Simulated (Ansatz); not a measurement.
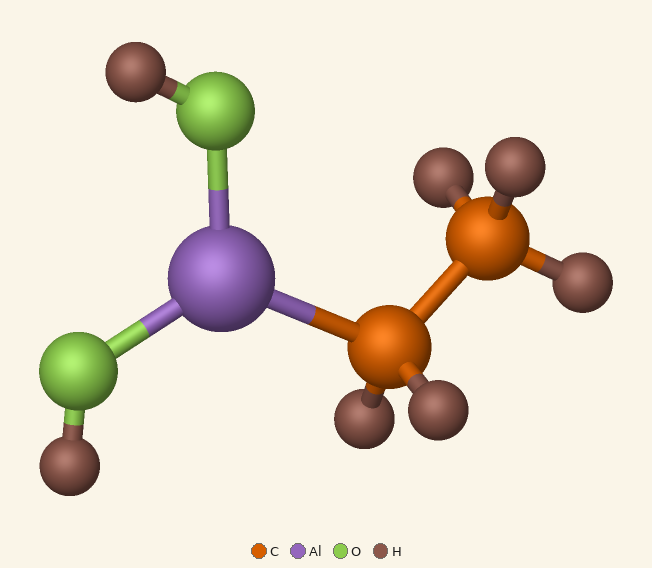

Simulated data, not a measurement (program: Ansatz).

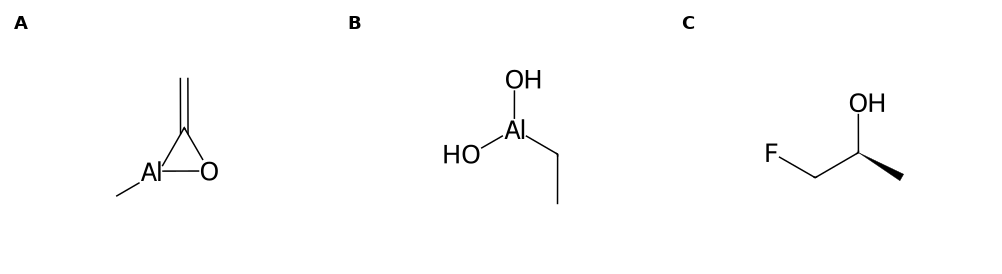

Which structural formula matches the 3D model?

Answer. B, `C[CH2][Al]([OH])[OH]`.
